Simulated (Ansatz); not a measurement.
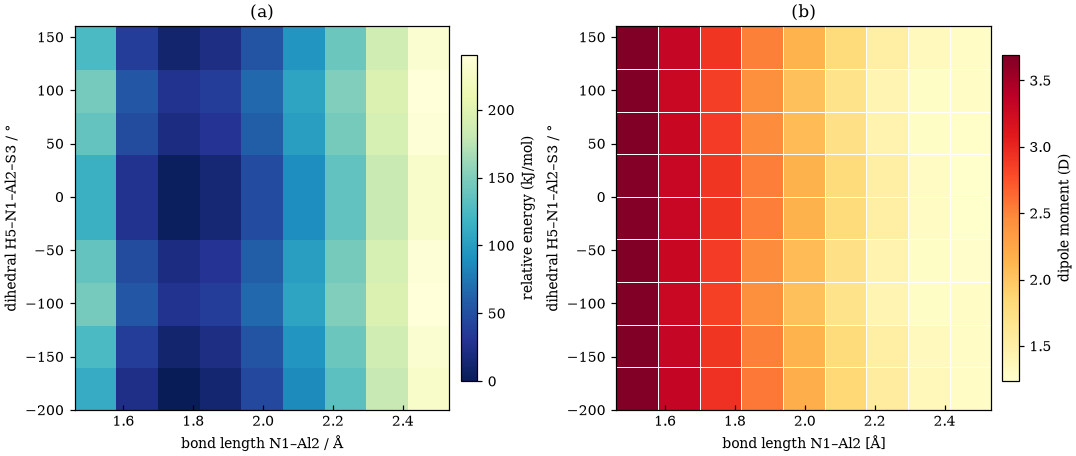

AlClH₃NS, SMILES [NH2][Al]([SH])[Cl]. 
- The first coordinate is: bond length N1–Al2; the second: dihedral H5–N1–Al2–S3.
- Nothing is relaxed (all other coordinates rigid).
- The scan uses a 9 × 9 grid; 79 points were computed and 2 follow by symmetry.
- Points are written as (first, second).
- Energies: kJ/mol, counted from the lowest grid point.
- The calculation used RKS PBE-D4/def2-TZVP in Ansatz 0.2.0.

Panel (a) is the energy and panel (b) the computed dipole moment on the same grid.

Drawn: one coloured cell a grid point.

### How does the dipole moment vary over the map, and what is it at the lowest grid point?

Leaving out the highest fifth of the energies, it runs from 1.31 D at (2.355 Å, −20°) to 3.69 D at (1.520 Å, 100°). At the lowest grid point, (1.759 Å, −180°), it is 2.94 D.

```csv
"dihedral H5–N1–Al2–S3 ↓, bond length N1–Al2 →",1.520,1.639,1.759,1.878,1.997,2.116,2.236,2.355,2.474
140,3.69,3.31,2.92,2.53,2.15,1.80,1.52,1.33,1.29
100,3.69,3.28,2.86,2.44,2.05,1.70,1.43,1.28,1.28
60,3.69,3.29,2.88,2.47,2.08,1.73,1.44,1.28,1.25
20,3.67,3.30,2.92,2.53,2.16,1.81,1.51,1.31,1.24
−20,3.67,3.30,2.92,2.53,2.16,1.81,1.51,1.31,1.24
−60,3.69,3.29,2.88,2.47,2.08,1.73,1.44,1.28,1.25
−100,3.69,3.28,2.86,2.44,2.05,1.70,1.43,1.28,1.28
−140,3.69,3.31,2.92,2.53,2.15,1.80,1.52,1.33,1.29
−180,3.67,3.32,2.94,2.56,2.19,1.85,1.56,1.36,1.29
```
